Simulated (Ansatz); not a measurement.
# Saddle-point search, with input and output: CH₁₀Si₂ (part 2 of 2)

CH₁₀Si₂; RKS revPBE-D4/pcseg-2 (Ansatz 0.2.0). 

Geometry of the input (Å):
```
Si -0.1939  0.8975  0.7791
Si 1.4678  -1.1799  0.2804
H  -1.1833  2.0437  0.7399
H  -0.5165  0.1286  2.0098
H  0.9087  1.6763  0.4823
H  -0.2656  -0.2652  -0.4769
C  -1.3017  0.3496  -1.0245
H  2.4065  -0.9057  1.4679
H  1.0507  -2.5602  0.3517
H  2.3056  -1.1398  -0.9262
H  -1.2735  -0.5464  -1.7451
H  -1.2155  1.2522  -1.5189
H  -2.3183  0.1761  -0.4521
```

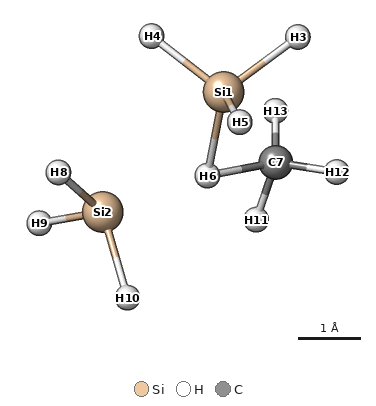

The geometry at step 8 of the log (ball-and-stick view, seen at a tilt; atoms are numbered from 1 in the order of the input).

### Output, continued
```
saddle search: converged; its order check could not tell the order of the point: after 38 rotations it read +0.016 eV/Å² across the mode with a residual of 9.23e-2 eV/Å², and holds the second-lowest curvature to +0.016 eV/Å² at the most. That shows no second curvature under the negative of saddle.curvature_tol, and does not show that there is none
Total energy: -16950.10958558 eV, -622.9050380732 hartree
Atom 0 at    -0.217763     0.935053     0.762187 Å, force    -0.000114     0.000214     0.000083 eV/Å
Atom 1 at     1.474828    -1.185721     0.249740 Å, force     0.000121    -0.000076    -0.000442 eV/Å
Atom 2 at    -1.297342     2.007712     0.786173 Å, force     0.000175    -0.000427    -0.000093 eV/Å
Atom 3 at    -0.438245     0.198771     2.043704 Å, force     0.000150    -0.000139     0.000217 eV/Å
Atom 4 at     1.038973     1.722160     0.574284 Å, force     0.000282     0.000187     0.000254 eV/Å
Atom 5 at    -0.233171    -0.216588    -0.439591 Å, force     0.000220     0.000297     0.000402 eV/Å
Atom 6 at    -1.355154     0.286352    -1.031930 Å, force    -0.000759     0.000176    -0.000468 eV/Å
Atom 7 at     2.370123    -0.927234     1.435546 Å, force     0.000035     0.000076    -0.000128 eV/Å
Atom 8 at     0.979244    -2.607370     0.384971 Å, force     0.000010     0.000353     0.000127 eV/Å
Atom 9 at     2.360772    -1.154922    -0.974514 Å, force    -0.000312    -0.000328     0.000253 eV/Å
Atom 10 at    -1.216293    -0.545296    -1.743886 Å, force     0.000150     0.000265     0.000046 eV/Å
Atom 11 at    -1.279923     1.241705    -1.562975 Å, force     0.000288    -0.000259    -0.000092 eV/Å
Atom 12 at    -2.315001     0.172224    -0.516077 Å, force    -0.000245    -0.000340    -0.000160 eV/Å
Dipole moment:    -0.444480     0.202079    -0.229651 e Å
```

### Trajectory as extended XYZ (Å, eV, eV/Å), 8 of the 14 frames kept, from step=1 to step=14
```
13
Properties=species:S:1:pos:R:3:forces:R:3 step=1 energy=-16949.60598
Si   -0.1939    0.8975    0.7791   -1.7142  -1.2268  -0.1075
Si    1.4678   -1.1799    0.2804    0.2496   1.0263   0.6514
H    -1.1833    2.0437    0.7399   -0.4487   0.0019   0.2592
H    -0.5165    0.1286    2.0098    0.0008   0.1294   0.2251
H     0.9087    1.6763    0.4823    2.2775   1.0848  -0.3009
H    -0.2656   -0.2652   -0.4769    0.0181   0.4861   0.0678
C    -1.3017    0.3496   -1.0245   -2.2061  -4.0510   1.4855
H     2.4065   -0.9057    1.4679   -0.2653  -0.1157  -0.3022
H     1.0507   -2.5602    0.3517   -0.3844  -1.1439   0.2174
H     2.3056   -1.1398   -0.9262    0.4394   0.1388  -0.5700
H    -1.2735   -0.5464   -1.7451    0.1227   1.0361   0.5209
H    -1.2155    1.2522   -1.5189    0.1525   2.0223  -1.1307
H    -2.3183    0.1761   -0.4521    1.7581   0.6116  -1.0158
13
Properties=species:S:1:pos:R:3:forces:R:3 step=3 energy=-16950.08926
Si   -0.2094    0.9083    0.7645   -0.3917  -0.1325   0.0277
Si    1.4657   -1.1846    0.2670    0.0602   0.1154   0.1196
H    -1.2841    2.0070    0.7834    0.1215  -0.1072  -0.0181
H    -0.4944    0.1876    2.0418    0.0906   0.0040   0.0506
H     1.0275    1.6595    0.5024    0.3500   0.2653   0.0446
H    -0.2528   -0.2349   -0.4585   -0.1222   0.0840   0.0387
C    -1.3407    0.2895   -1.0255    0.1626   0.2752  -0.1855
H     2.3725   -0.9090    1.4442   -0.0146  -0.0109  -0.0336
H     1.0378   -2.6180    0.3914   -0.0627  -0.1486   0.0131
H     2.3322   -1.1078   -0.9625    0.0561   0.0075  -0.0688
H    -1.2543   -0.5388   -1.7401    0.0203  -0.1130  -0.1681
H    -1.2426    1.2556   -1.5430    0.0134  -0.1817   0.0210
H    -2.2864    0.2125   -0.4975   -0.2835  -0.0575   0.1588
13
Properties=species:S:1:pos:R:3:forces:R:3 step=5 energy=-16950.10641
Si   -0.2186    0.9168    0.7591    0.0381   0.0949   0.0355
Si    1.4648   -1.1930    0.2624    0.0141  -0.0600  -0.0737
H    -1.2814    2.0120    0.7803    0.0344  -0.0318  -0.0049
H    -0.4559    0.1998    2.0492    0.0110   0.0023  -0.0009
H     1.0519    1.6850    0.5470   -0.0637  -0.0311   0.0292
H    -0.2533   -0.2369   -0.4393   -0.0110  -0.0055   0.0199
C    -1.3552    0.2921   -1.0317   -0.0889  -0.0323   0.0148
H     2.3585   -0.9060    1.4406    0.0152   0.0005   0.0221
H     1.0380   -2.6422    0.3876   -0.0004   0.0702  -0.0067
H     2.3409   -1.1086   -0.9700   -0.0167  -0.0135   0.0369
H    -1.2400   -0.5458   -1.7410    0.0121   0.0352  -0.0274
H    -1.2559    1.2493   -1.5545    0.0181  -0.0198  -0.0494
H    -2.3225    0.2042   -0.5221    0.0375  -0.0091   0.0048
13
Properties=species:S:1:pos:R:3:forces:R:3 step=7 energy=-16950.10847
Si   -0.2191    0.9233    0.7615    0.0116   0.0214   0.0022
Si    1.4672   -1.1918    0.2544    0.0133  -0.0026  -0.0007
H    -1.2788    2.0144    0.7799   -0.0159   0.0093   0.0011
H    -0.4489    0.2046    2.0512   -0.0003  -0.0092  -0.0021
H     1.0501    1.6893    0.5639   -0.0071  -0.0033   0.0011
H    -0.2538   -0.2393   -0.4289    0.0172  -0.0021   0.0030
C    -1.3601    0.2887   -1.0304   -0.0011  -0.0072  -0.0151
H     2.3577   -0.9073    1.4382   -0.0012  -0.0076  -0.0028
H     1.0274   -2.6322    0.3805   -0.0110   0.0038  -0.0004
H     2.3471   -1.1168   -0.9720    0.0040  -0.0045  -0.0017
H    -1.2336   -0.5452   -1.7424   -0.0010  -0.0052   0.0145
H    -1.2565    1.2401   -1.5636   -0.0038   0.0100   0.0011
H    -2.3276    0.1991   -0.5246   -0.0046  -0.0030  -0.0003
13
Properties=species:S:1:pos:R:3:forces:R:3 step=8 energy=-16950.10874
Si   -0.2183    0.9276    0.7625    0.0040  -0.0165   0.0113
Si    1.4693   -1.1903    0.2520    0.0118   0.0199   0.0166
H    -1.2810    2.0151    0.7789   -0.0154   0.0108   0.0007
H    -0.4459    0.2044    2.0504   -0.0042   0.0003  -0.0066
H     1.0501    1.6943    0.5711    0.0054   0.0109  -0.0044
H    -0.2519   -0.2354   -0.4275    0.0038   0.0004  -0.0104
C    -1.3612    0.2869   -1.0311    0.0126  -0.0163  -0.0099
H     2.3598   -0.9122    1.4377   -0.0036  -0.0080  -0.0057
H     1.0182   -2.6262    0.3776   -0.0121  -0.0134  -0.0010
H     2.3513   -1.1206   -0.9724    0.0068  -0.0052  -0.0101
H    -1.2340   -0.5490   -1.7406    0.0099   0.0012   0.0110
H    -1.2568    1.2379   -1.5655   -0.0165   0.0008   0.0036
H    -2.3286    0.1944   -0.5255   -0.0026   0.0149   0.0049
13
Properties=species:S:1:pos:R:3:forces:R:3 step=10 energy=-16950.10939
Si   -0.2180    0.9337    0.7622    0.0005  -0.0065   0.0035
Si    1.4738   -1.1866    0.2499    0.0038   0.0075   0.0053
H    -1.2890    2.0143    0.7792   -0.0048   0.0045   0.0003
H    -0.4467    0.2025    2.0451   -0.0007  -0.0009  -0.0023
H     1.0450    1.7113    0.5775    0.0036   0.0041  -0.0017
H    -0.2403   -0.2242   -0.4333    0.0015  -0.0008  -0.0014
C    -1.3581    0.2845   -1.0298    0.0000   0.0009  -0.0026
H     2.3655   -0.9272    1.4385   -0.0018  -0.0023  -0.0023
H     0.9958   -2.6150    0.3718   -0.0044  -0.0050   0.0006
H     2.3599   -1.1333   -0.9730    0.0032  -0.0018  -0.0031
H    -1.2284   -0.5548   -1.7345    0.0033  -0.0020   0.0014
H    -1.2671    1.2338   -1.5693   -0.0056   0.0003   0.0016
H    -2.3213    0.1879   -0.5166    0.0013   0.0021   0.0007
13
Properties=species:S:1:pos:R:3:forces:R:3 step=12 energy=-16950.10948
Si   -0.2166    0.9365    0.7612   -0.0005  -0.0001  -0.0006
Si    1.4757   -1.1848    0.2488   -0.0008   0.0007  -0.0005
H    -1.2913    2.0142    0.7796    0.0002  -0.0001   0.0003
H    -0.4449    0.2007    2.0413    0.0000  -0.0004   0.0006
H     1.0440    1.7193    0.5795    0.0003   0.0002  -0.0006
H    -0.2345   -0.2181   -0.4376   -0.0003   0.0002  -0.0002
C    -1.3575    0.2838   -1.0296    0.0008   0.0005   0.0003
H     2.3656   -0.9327    1.4399    0.0006   0.0002   0.0006
H     0.9834   -2.6088    0.3712   -0.0003  -0.0006   0.0004
H     2.3661   -1.1423   -0.9717    0.0002  -0.0003   0.0000
H    -1.2240   -0.5540   -1.7354    0.0002   0.0003  -0.0005
H    -1.2779    1.2347   -1.5679   -0.0004   0.0003  -0.0001
H    -2.3172    0.1786   -0.5116    0.0000  -0.0008   0.0002
13
Properties=species:S:1:pos:R:3:forces:R:3 step=14 energy=-16950.10951
Si   -0.2178    0.9351    0.7622   -0.0001   0.0002   0.0001
Si    1.4748   -1.1857    0.2497    0.0001  -0.0001  -0.0004
H    -1.2973    2.0077    0.7862    0.0002  -0.0004  -0.0001
H    -0.4382    0.1988    2.0437    0.0001  -0.0001   0.0002
H     1.0390    1.7222    0.5743    0.0003   0.0002   0.0003
H    -0.2332   -0.2166   -0.4396    0.0002   0.0003   0.0004
C    -1.3552    0.2864   -1.0319   -0.0008   0.0002  -0.0005
H     2.3701   -0.9272    1.4355    0.0000   0.0001  -0.0001
H     0.9792   -2.6074    0.3850    0.0000   0.0004   0.0001
H     2.3608   -1.1549   -0.9745   -0.0003  -0.0003   0.0003
H    -1.2163   -0.5453   -1.7439    0.0001   0.0003   0.0000
H    -1.2799    1.2417   -1.5630    0.0003  -0.0003  -0.0001
H    -2.3150    0.1722   -0.5161   -0.0002  -0.0003  -0.0002
```

### Key numbers

| quantity | value |
| --- | --- |
| outcome | converged |
| total energy | −16950.1096 eV |
| mean-field energy | −16949.3557 eV |
| dispersion energy | −0.7539 eV |
| largest force (length of the vector) at the end | 0.001 eV/Å |
| dipole moment | 2.59 D |
| hardware | 4 threads of AMD EPYC, 63 GiB of memory available, shared host |
| wall time | 2.5 min (CPU time 9.1 min) |
| peak memory | 0.54 GiB |

### Remarks

The program could not tell the order of the saddle point.
